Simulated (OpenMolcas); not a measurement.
# Multiconfigurational calculation for Mo³⁺ complex (part 2 of 2)

Continued. System: Mo³⁺ with 6 ligands (NH3; octahedron, 2.11 Å), with no charges around it. Method: state-averaged CASSCF, active space 3 electrons in the shell 4d, basis ANO-RCC-VTZP on the metal and ANO-RCC-VDZP on the ligands, DKH2 scalar Hamiltonian, spin-orbit coupling by RASSI with atomic mean-field integrals (OpenMolcas).

**The program's output (extracts), continued**
```
--- RASSI ---
SPIN-FREE ENERGIES:
  (Shifted by EMIN (a.u.) =      -4382.3500611406)

 SF State       Relative EMIN(au)   Rel lowest level(eV)    D:o, cm**(-1)

     1             0.0000000000        0.0000000000              0.0000
    11             0.0646707529        1.7597808356          14193.5896
    12             0.0646707529        1.7597808356          14193.5896
    13             0.0661702389        1.8005839288          14522.6888
    14             0.0663843627        1.8064105329          14569.6835
    15             0.0663843627        1.8064105329          14569.6835
    16             0.1035889469        2.8187988444          22735.1459
    17             0.1035889469        2.8187988444          22735.1459
    18             0.1038175995        2.8250207978          22785.3294
     2             0.1794833834        4.8839916701          39392.0494
     3             0.1804267788        4.9096627679          39599.1008
     4             0.1804267788        4.9096627679          39599.1008
     5             0.2139823331        5.8227559168          46963.6937
     6             0.2149118174        5.8480484713          47167.6919
     7             0.2149118174        5.8480484713          47167.6919
    19             0.2303162350        6.2672240301          50548.5708
    20             0.2364849954        6.4350845499          51902.4572
    21             0.2372215817        6.4551280845          52064.1192
    22             0.2372215817        6.4551280845          52064.1192
    23             0.2406680031        6.5489099901          52820.5213
    24             0.2406680031        6.5489099901          52820.5213
    25             0.2413892542        6.5685362309          52978.8176
    26             0.2487999012        6.7701902103          54605.2666
    27             0.2487999012        6.7701902103          54605.2666
    28             0.2609806350        7.1016448618          57278.6287
    29             0.2616317781        7.1193633683          57421.5381
    30             0.2616317781        7.1193633683          57421.5381
    31             0.2806545910        7.6370004785          61596.5629
    32             0.2806545910        7.6370004785          61596.5629
    33             0.2815499196        7.6613636110          61793.0648
    34             0.2896192487        7.8809412400          63564.0778
    35             0.3367871367        9.1644448593          73916.2327
    36             0.3367871367        9.1644448593          73916.2327
     8             0.3700620552       10.0699015181          81219.2331
    10             0.3719362787       10.1209017377          81630.5777
     9             0.3719362787       10.1209017377          81630.5777
    37             0.4142795929       11.2731220166          90923.8609
    38             0.4157921982       11.3142821034          91255.8394
    39             0.4157921982       11.3142821034          91255.8394
    40             0.4212570191       11.4629874569          92455.2290
Eigenvalues of complex Hamiltonian:
   -----------------------------------
  (Shifted by EMIN (a.u.) =      -4382.3500611406)

 SO State       Relative EMIN(au)   Rel lowest level(eV)    D:o, cm**(-1)

     1            -0.0002559224        0.0000000000              0.0000
     2            -0.0002559224        0.0000000000              0.0000
     3            -0.0002554118        0.0000138941              0.1121
     4            -0.0002554118        0.0000138941              0.1121
     5             0.0641674446        1.7530491226          14139.2947
     6             0.0641674446        1.7530491226          14139.2947
     7             0.0644346120        1.7603191180          14197.9312
     8             0.0644346120        1.7603191180          14197.9312
     9             0.0657603871        1.7963952943          14488.9052
    10             0.0657603871        1.7963952943          14488.9052
    11             0.0658326624        1.7983620068          14504.7678
    12             0.0658326624        1.7983620068          14504.7678
    13             0.0664268480        1.8145306206          14635.1764
    14             0.0664268480        1.8145306206          14635.1764
    15             0.1033155148        2.8183223803          22731.3030
    16             0.1033155148        2.8183223803          22731.3030
    17             0.1035740076        2.8253563280          22788.0356
    18             0.1035740076        2.8253563280          22788.0356
    19             0.1043273980        2.8458571244          22953.3857
    20             0.1043273980        2.8458571244          22953.3857
    21             0.1786483501        4.8682332593          39264.9492
    22             0.1786483501        4.8682332593          39264.9492
    23             0.1791250466        4.8812048309          39369.5720
    24             0.1791250466        4.8812048309          39369.5720
    25             0.1797355492        4.8978174546          39503.5619
    26             0.1797355492        4.8978174546          39503.5619
    27             0.1805636055        4.9203500125          39685.2992
    28             0.1805636055        4.9203500125          39685.2992
    29             0.1807630731        4.9257778037          39729.0773
    30             0.1807630731        4.9257778037          39729.0773
    31             0.1811085471        4.9351786296          39804.9001
    32             0.1811085471        4.9351786296          39804.9001
    33             0.2134925726        5.8163928569          46912.3721
    34             0.2134925726        5.8163928569          46912.3721
    35             0.2139132871        5.8278410802          47004.7083
    36             0.2139132871        5.8278410802          47004.7083
    37             0.2146230694        5.8471552411          47160.4875
    38             0.2146230694        5.8471552411          47160.4875
    39             0.2149742908        5.8567124634          47237.5717
    40             0.2149742908        5.8567124634          47237.5717
    41             0.2151450099        5.8613579656          47275.0402
Weights of the five most important spin-orbit-free states for each spin-orbit state.

 SO State  Total energy (au)           Spin-free states, spin, and weights
 -------------------------------------------------------------------------------------------------------
    1        -0.000256       1 1.5  0.9982   16 0.5  0.0005   17 0.5  0.0005    2 1.5  0.0003    3 1.5  0.0001
    2        -0.000256       1 1.5  0.9982   17 0.5  0.0005   16 0.5  0.0005    2 1.5  0.0003    4 1.5  0.0001
    3        -0.000255       1 1.5  0.9982   18 0.5  0.0007    4 1.5  0.0003    3 1.5  0.0003   16 0.5  0.0002
    4        -0.000255       1 1.5  0.9982   18 0.5  0.0007    3 1.5  0.0003    4 1.5  0.0003   17 0.5  0.0002
    5         0.064167      12 0.5  0.4919   11 0.5  0.4919   15 0.5  0.0059   14 0.5  0.0059   17 0.5  0.0013
    6         0.064167      12 0.5  0.4919   11 0.5  0.4919   15 0.5  0.0059   14 0.5  0.0059   17 0.5  0.0013
    7         0.064435      11 0.5  0.4847   12 0.5  0.4847   13 0.5  0.0154   15 0.5  0.0058   14 0.5  0.0058
    8         0.064435      11 0.5  0.4847   12 0.5  0.4847   13 0.5  0.0154   15 0.5  0.0058   14 0.5  0.0058
    9         0.065760      13 0.5  0.8221   15 0.5  0.0736   14 0.5  0.0736   12 0.5  0.0115   11 0.5  0.0115
   10         0.065760      13 0.5  0.8221   15 0.5  0.0736   14 0.5  0.0736   12 0.5  0.0115   11 0.5  0.0115
   11         0.065833      14 0.5  0.4905   15 0.5  0.4905   11 0.5  0.0058   12 0.5  0.0058   16 0.5  0.0030
   12         0.065833      14 0.5  0.4905   15 0.5  0.4905   11 0.5  0.0058   12 0.5  0.0058   16 0.5  0.0030
```

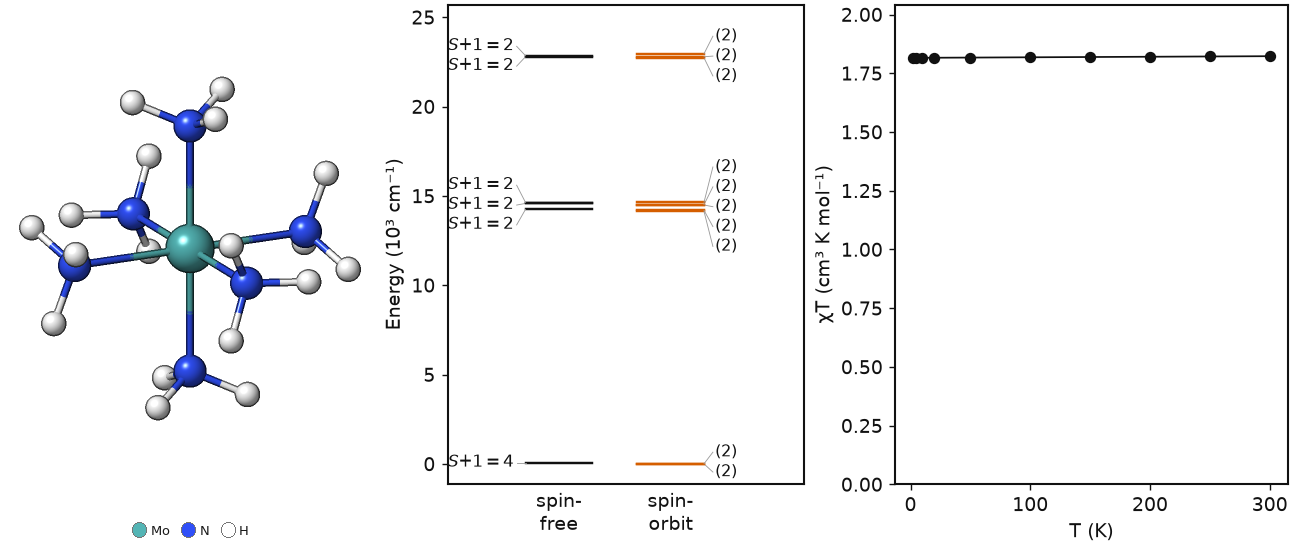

Mo³⁺ (4d³) with 6 ligands, NH₃, at 2.11 Å (arrangement: octahedron, Ci), and its levels and susceptibility. Labels give the representation in O, Td, D4 or D3 as the site allows (double group for half-integer spin) where it could be assigned and, in brackets, the degeneracy; spin-free states, where drawn, share the zero of the spin-orbit levels. Powder susceptibility by Van Vleck's formula. The ground level is a Kramers doublet, 100 % from states of spin multiplicity 4. Its principal g values are 0.00, 0.00 and 5.90, easy-axis. The next level lies at 0.11 cm⁻¹. χT is 1.82 cm³ K mol⁻¹ at 2 K and 1.82 at 300 K, an effective moment of 3.82 μB. The active orbitals hold 75 to 91 % metal character (Löwdin), and the Mulliken charge of the metal is +1.69.

**Input file**
```
&GATEWAY
Coord
25

Mo 0.0 0.0 0.0
N 2.110000 0.000000 0.000000
H 2.492099 0.945728 0.000000
H 2.492099 -0.472864 0.819024
H 2.492099 -0.472864 -0.819024
N 0.000000 2.110000 0.000000
H 0.000000 2.492099 0.945728
H 0.819024 2.492099 -0.472864
H -0.819024 2.492099 -0.472864
N -2.110000 0.000000 0.000000
H -2.492099 -0.945728 0.000000
H -2.492099 0.472864 -0.819024
H -2.492099 0.472864 0.819024
N 0.000000 -2.110000 0.000000
H 0.000000 -2.492099 -0.945728
H -0.819024 -2.492099 0.472864
H 0.819024 -2.492099 0.472864
N 0.000000 0.000000 2.110000
H 0.945728 0.000000 2.492099
H -0.472864 0.819024 2.492099
H -0.472864 -0.819024 2.492099
N 0.000000 0.000000 -2.110000
H -0.945728 0.000000 -2.492099
H 0.472864 -0.819024 -2.492099
H 0.472864 0.819024 -2.492099
Basis=Mo.ANO-RCC-VTZP,H.ANO-RCC-VDZP,N.ANO-RCC-VDZP
Group=XYZ
NoMove
AngMom=0.0 0.0 0.0
AMFI
RICD
&SEWARD
&RASSCF
FileOrb=start.orb
Symmetry=1
Spin=4
nActEl=3 0 0
Inactive=24 24
Ras2=5 0
CIRoot=10 10 1
SDav=10
CIMx=300
Iter=150 100
PrWF=0.3
OrbListing=Nothing
MaxOrb=1
LevShft=1.0
>>> COPY $Project.JobIph JOB001
&RASSCF
FileOrb=start.orb
Symmetry=1
Spin=2
nActEl=3 0 0
Inactive=24 24
Ras2=5 0
CIRoot=40 40 1
SDav=40
CIMx=300
Iter=150 100
PrWF=0.3
OrbListing=Nothing
MaxOrb=0
LevShft=1.0
>>> COPY $Project.JobIph JOB002
&RASSI
NrOfJobIphs=2 10 40
1 2 3 4 5 6 7 8 9 10
1 2 3 4 5 6 7 8 9 10 11 12 13 14 15 16 17 18 19 20 21 22 23 24 25 26 27
28 29 30 31 32 33 34 35 36 37 38 39 40
IphNames
JOB001
JOB002
EJob
SpinOrbit
DIPRint=1.0
SOCoupling=1000.0
Subsets=2
Property=9
'ANGMOM' 1 'ANGMOM' 2 'ANGMOM' 3 'MLTPL  1' 1 'MLTPL  1' 2 'MLTPL  1' 3
'AMFI' 1 'AMFI' 2 'AMFI' 3
SOProperty=3
'ANGMOM' 1 'ANGMOM' 2 'ANGMOM' 3
```

The file start.orb holds starting orbitals from an earlier step. A driver script formed the levels outside the program, from RASSI's spin-orbit matrix and the active-space energies, averaged over the components of each term or state.

Command:
```bash
OMP_NUM_THREADS=1 MOLCAS_MEM=3686 MOLCAS_PROJECT=a pymolcas a.inp > a.log  # once for each step of the input, in one work folder
```

**Key numbers**

- outcome: converged
- energy of the lowest spin-free term: −4382.35006 hartree
- energy of the lowest spin-orbit level: −4382.35032 hartree
- largest spread among components of a term: 0.0 cm⁻¹
- hardware: 1 thread of Arm Neoverse V2, 24 GiB of memory available, shared host
- wall time: 83 s
- peak memory: 0.4 GiB

**Notes**

Without dynamic correlation the splittings between terms come out too large, often by 20 to 50 %. Caveats: covalent bonds, ligand orbitals missing from the active space; distances are set from ionic radii, not optimised.
